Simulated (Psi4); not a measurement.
# AlHSCl (SMILES [SH][Al][Cl]): UHF/DZ (density fitting, Cartesian functions)

What is the vertical ionisation energy of AlHSCl at UHF/DZ (density fitting, Cartesian functions)? 

The calculation is run with Psi4 1.11.

5 further runs of the same task are left out: 3 for a known fault of the program, 2 that didn't finish.

### 1 Starting point

AlHSCl has 4 atoms, charge 0, and is taken as a doublet. SMILES: `[SH][Al][Cl]`. The shape is that of a PBE0-D4/def2-TZVP (4 decimals) optimisation.

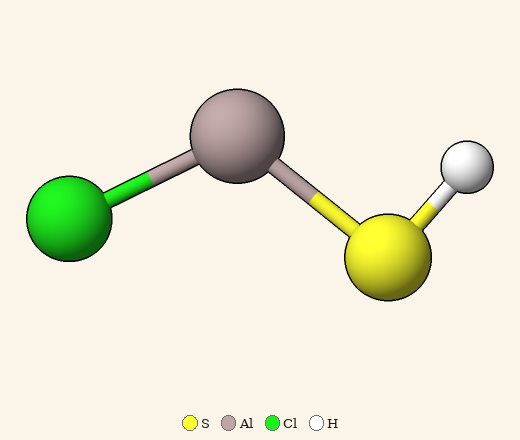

The structure, seen from a chosen angle (sulfur yellow, aluminium light grey, chlorine green, hydrogen white).

### 2 Energy and forces at UHF/DZ (density fitting, Cartesian functions)

Contents of alclhs.sdf:

```

     RDKit          3D

  4  3  0  0  0  0  0  0  0  0999 V2000
    0.4398    0.9849   -0.7447 S   0  0  0  0  0  0  0  0  0  0  0  0
   -0.3941   -0.5259    0.6091 Al  0  0  0  0  0  2  0  0  0  0  0  0
    0.2262   -2.5074    0.2510 Cl  0  0  0  0  0  0  0  0  0  0  0  0
   -0.2164    1.9881   -0.1356 H   0  0  0  0  0  0  0  0  0  0  0  0
  2  1  1  0
  3  2  1  0
  4  1  1  0
M  RAD  1   2   2
M  END
$$$$
```

Contents of run.py:

```python
import psi4
from rdkit import Chem

psi4.set_memory('1600 MB')
psi4.set_num_threads(1)
psi4.set_output_file('alclhs.out', False)

rd = Chem.SDMolSupplier('alclhs.sdf', removeHs=False, sanitize=False)[0]
xyz = rd.GetConformer().GetPositions()
atoms = '\n'.join(f'{a.GetSymbol()} {x:.4f} {y:.4f} {z:.4f}' for a, (x, y, z) in zip(rd.GetAtoms(), xyz))
mol = psi4.geometry('0 2\n' + atoms + '\nno_reorient\nno_com')

options = {'reference': 'uhf', 'scf_type': 'df'}
psi4.set_options(options)

result, w = psi4.gradient("hf/DZ", return_wfn=True)
print('gradient / Eh bohr^-1')
print(result.np.round(6))
print(f'energy = {w.energy():.10f} Eh')
```

Command:

```sh
$ python run.py
```

alclhs.out:

```text
[...]
  Running in c1 symmetry.
[...]
  Nuclear repulsion =  156.154884339548801
[...]
  Multiplicity = 2
[...]
  Nalpha       = 24
  Nbeta        = 23
[...]
    Number of basis functions: 56
[...]
   @DF-UHF iter   1: -1099.42461602898334   -4.29490e-01   5.75773e-03 DIIS/ADIIS
[...]
   @DF-UHF iter  14: -1099.48294297240159   -2.95586e-12   4.27957e-09 DIIS
[...]
   @S^2 Observed:                7.548495422E-01
[...]
    Orbital Energies [Eh]
    ---------------------
    Alpha Occupied:
       1A   -104.830221     2A    -91.973504     3A    -58.579544
       4A    -10.553951     5A     -8.980545     6A     -8.021215
       7A     -8.016785     8A     -8.016494     9A     -6.661694
      10A     -6.659292    11A     -6.655435    12A     -4.997313
      13A     -3.310187    14A     -3.306756    15A     -3.304166
      16A     -1.095674    17A     -0.996791    18A     -0.597006
      19A     -0.542474    20A     -0.482624    21A     -0.473689
      22A     -0.470012    23A     -0.402750    24A     -0.340153
    Alpha Virtual:
      25A      0.021341    26A      0.114060    27A      0.134443
[...]
  @DF-UHF Final Energy: -1099.48294297240159
   => Energetics <=
    Nuclear Repulsion Energy =            156.1548843395488007
    One-Electron Energy =               -1833.2464762173301551
    Two-Electron Energy =                 577.6086489053798232
    Total Energy =                      -1099.4829429724015881
  UHF NO Occupations:
  HONO-2 :   22  A 1.9994457
  HONO-1 :   23  A 1.9983644
[...]
 Multipole Moments:
 ------------------------------------------------------------------------------------
     Multipole            Electronic (a.u.)      Nuclear  (a.u.)        Total (a.u.)
 ------------------------------------------------------------------------------------
 L = 1.  Multiply by 2.5417464519 to convert [e a0] to [Debye]
 Dipole X            :        -11.4166336           10.4738071           -0.9428265
 Dipole Y            :         60.8116984          -59.9345538            0.8771446
 Dipole Z            :          0.7367140            0.2541682            0.9908822
 Magnitude           :                                                    1.6248545
[...]
  -Total Gradient:
     Atom            X                  Y                   Z
    ------   -----------------  -----------------  -----------------
       1       -0.004094662202    -0.010363118230     0.007255628495
       2        0.012713508843    -0.006619884818    -0.014443741442
       3       -0.007603340046     0.027001269520     0.003828642306
       4       -0.001015506598    -0.010018266460     0.003359470637
[...]
```

Standard output:

```text
gradient / Eh bohr^-1
[[-0.004095 -0.010363  0.007256]
 [ 0.012714 -0.00662  -0.014444]
 [-0.007603  0.027001  0.003829]
 [-0.001016 -0.010018  0.003359]]
energy = -1099.4829429724 Eh
```

Wall time 1.7 s (1 thread of Intel Xeon 6975P-C (Granite Rapids), shared host); peak memory 0.25 GiB.

### 3 The singlet cation at the same level

Contents of input.dat:

```
memory 1600 mb

molecule m {
  1 1
  S      0.439800     0.984900    -0.744700
  Al    -0.394100    -0.525900     0.609100
  Cl     0.226200    -2.507400     0.251000
  H     -0.216400     1.988100    -0.135600
  no_reorient
  no_com
}

set reference uhf
set scf_type df

E, wfn = gradient('hf/DZ', return_wfn=True)
```

Command:

```sh
$ psi4 input.dat output.dat -n 1
```

output.dat:

```text
[...]
  Running in c1 symmetry.
[...]
  Nuclear repulsion =  156.154884339548801
[...]
  Multiplicity = 1
[...]
  Nalpha       = 23
  Nbeta        = 23
[...]
    Number of basis functions: 56
[...]
   @DF-UHF iter   1: -1099.05205222109180   -5.69262e-02   6.35204e-03 ADIIS/DIIS
[...]
   @DF-UHF iter  12: -1099.16276828013110   -2.50111e-12   4.43824e-09 DIIS
[...]
   @S^2 Observed:                1.421085472E-14
[...]
    Orbital Energies [Eh]
    ---------------------
    Alpha Occupied:
       1A   -105.057755     2A    -92.217162     3A    -58.864313
       4A    -10.779164     5A     -9.221763     6A     -8.244496
       7A     -8.241317     8A     -8.241250     9A     -6.900295
      10A     -6.899054    11A     -6.896048    12A     -5.275532
      13A     -3.588546    14A     -3.586093    15A     -3.585188
      16A     -1.305246    17A     -1.214312    18A     -0.803095
      19A     -0.739563    20A     -0.679171    21A     -0.673992
      22A     -0.664376    23A     -0.618218
    Alpha Virtual:
      24A     -0.296524    25A     -0.175165    26A     -0.073870
[...]
  @DF-UHF Final Energy: -1099.16276828013110
   => Energetics <=
    Nuclear Repulsion Energy =            156.1548843395488007
    One-Electron Energy =               -1822.0434063637874260
    Two-Electron Energy =                 566.7257537441074646
    Total Energy =                      -1099.1627682801313313
  UHF NO Occupations:
  HONO-2 :   21  A 2.0000000
  HONO-1 :   22  A 2.0000000
[...]
 Multipole Moments:
 ------------------------------------------------------------------------------------
     Multipole            Electronic (a.u.)      Nuclear  (a.u.)        Total (a.u.)
 ------------------------------------------------------------------------------------
 L = 1.  Multiply by 2.5417464519 to convert [e a0] to [Debye]
 Dipole X            :        -12.0132885           10.4738071           -1.5394815
 Dipole Y            :         60.2707823          -59.9345538            0.3362285
 Dipole Z            :          1.6092073            0.2541682            1.8633755
 Magnitude           :                                                    2.4403322
[...]
  -Total Gradient:
     Atom            X                  Y                   Z
    ------   -----------------  -----------------  -----------------
       1        0.013578754397    -0.007702013595    -0.015301865130
       2       -0.018469410935     0.018642847639     0.019109055155
       3        0.008479646106     0.006905882645    -0.011997280631
       4       -0.003588989572    -0.017846716678     0.008190090603
[...]
```

Run time: 1.6 s. Hardware: 1 thread of Intel Xeon 6975P-C (Granite Rapids), shared host; peak memory 0.21 GiB.

### 4 Summary of results

Level: UHF/DZ (density fitting, Cartesian functions).

| quantity | value |
| --- | --- |
| doublet AlHSCl: total energy | -1099.48294 Eh |
| doublet AlHSCl: dipole moment | 4.13 D |
| doublet AlHSCl: HOMO energy (highest over α and β) | -9.26 eV |
| doublet AlHSCl: LUMO energy (lowest over α and β) | -0.32 eV |
| doublet AlHSCl: ⟨S²⟩ | 0.755 |
| doublet AlHSCl: largest force on an atom | 1.456 eV/Å |
| singlet cation: total energy | -1099.16277 Eh |
| singlet cation: HOMO energy | -16.82 eV |
| singlet cation: LUMO energy | -8.07 eV |
| singlet cation: HOMO–LUMO gap | 8.75 eV |
| singlet cation: largest force on an atom | 1.669 eV/Å |
| vertical ionisation energy (to the singlet cation) | 8.712 eV |

In words: The vertical ionisation energy comes to 8.71 eV (201 kcal/mol). The largest force (doublet AlHSCl) is 1.46 eV/Å: the shape isn't a stationary point for this species at this level. Only the singlet of the ionised species was computed; a triplet could lie lower.
